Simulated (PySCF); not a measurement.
Molecule: C₂H₈FNSi, SMILES CN(C)[SiH2]F.

```xyz
13

C     -0.8290    -1.3087    -0.3452
N     -0.0608    -0.1351    -0.0056
C     -0.8391     1.0727     0.1241
Si     1.6499    -0.1191    -0.0815
F      2.2483     0.1450    -1.5776
H     -1.6102    -1.5036     0.4126
H     -1.3347    -1.2118    -1.3253
H     -0.1814    -2.1971    -0.3906
H     -1.3356     1.3590    -0.8234
H     -1.6292     0.9533     0.8883
H     -0.2017     1.9141     0.4344
H      2.1512    -1.4587     0.3234
H      2.1478     1.0010     0.7593
```

Simulated rotational absorption lines between 2 and 20 GHz at 2 K: rigid rotor with the equilibrium constants and dipole of one optimised conformer (PBE0-D3(BJ)/def2-SVP, PySCF), commonest isotopes; no centrifugal distortion, hyperfine structure, internal rotation or nuclear-spin weights; lines within 1 MHz of each other are summed. Lines of different type are drawn apart.

Question: What are the rotational constants, and what kind of rotor is it?

Answer: Rotational constants A, B, C = 6.265, 2.524, 2.221 GHz; Ray's κ = −0.85, an asymmetric top on the prolate side.

Question: Which dipole components drive the lines?

Answer:
|μa|, |μb|, |μc| = 2.02, 0.01, 0.51 D; a-type lines carry 97 % of the intensity in this range.

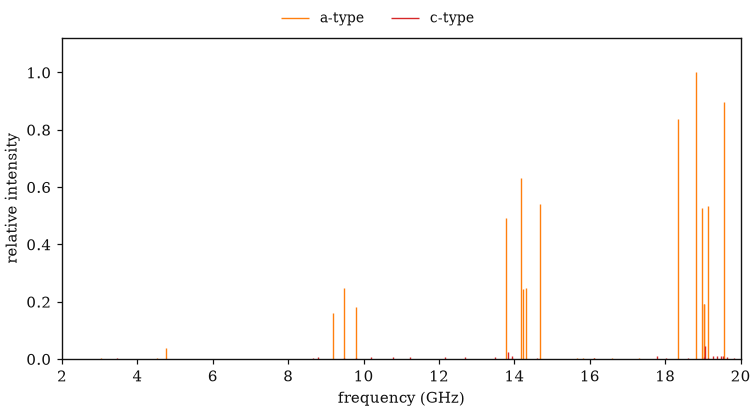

Caveats: coarse grid, loose stop and no frequency check, small forces are noise and the end may be a saddle.
